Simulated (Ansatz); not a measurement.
System: GeHNS.

Input

```
crystal:
  periodic: [false, false, false]
  atoms:
    - {symbol: Ge, position_ang: [-0.202604, 0.510247, 0.441159]}
    - {symbol: N, position_ang: [0.809561, -0.584976, -0.758029]}
    - {symbol: S, position_ang: [-0.720794, -1.470186, -0.270673]}
    - {symbol: H, position_ang: [1.581946, -1.039265, -0.263996]}
basis:
  gaussian: {orbitals: def2-TZVPD}
hamiltonian: {xc: pbe0}
output: {forces: true, orbitals: {seedname: orbitals}}
```

Command:

```sh
ansatz run input.yaml --threads 2 --pin off --max-ram 4350MiB --events-out events.jsonl --progress --plain --runs-dir runs
```

Geometry: r2SCAN-D4/def2-TZVP.

Computed with isolated molecule in a Gaussian basis; Kohn-Sham density functional theory, functional PBE0 in Ansatz.

What will maps of the electron density and electron localisation function show?

S–N (1.83 Å): ρ at the midpoint is about 1.1 e/Å³; the ELF peaks at about 0.80 between the atoms: a shared electron pair.
Ge–N (1.91 Å): ρ at the midpoint is about 0.84 e/Å³; the ELF peaks at about 0.85 in the valence shell of N, 0.6 Å from its nucleus, and is about 0.45 at the midpoint.
Ge–S (2.17 Å): ρ is about 0.72 e/Å³ halfway; the ELF peaks at about 0.75 in the valence shell of S, 0.9 Å from its nucleus, and is about 0.55 at the midpoint.

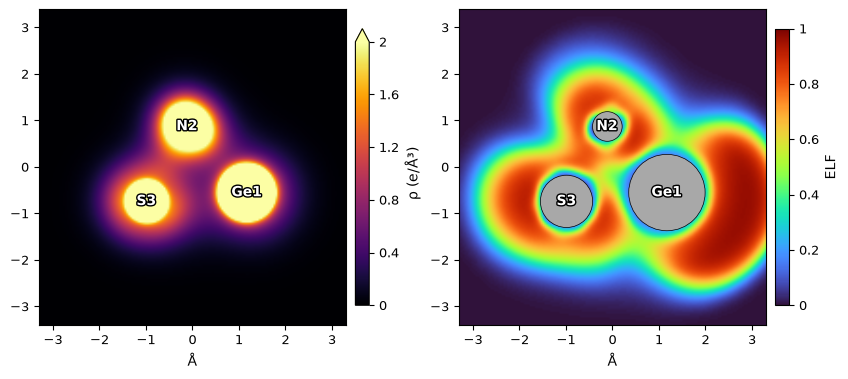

Computed electron density and electron localisation function on the plane of atoms N2, Ge1 and S3, in this order. Grey discs cover the atomic cores in the ELF map. 
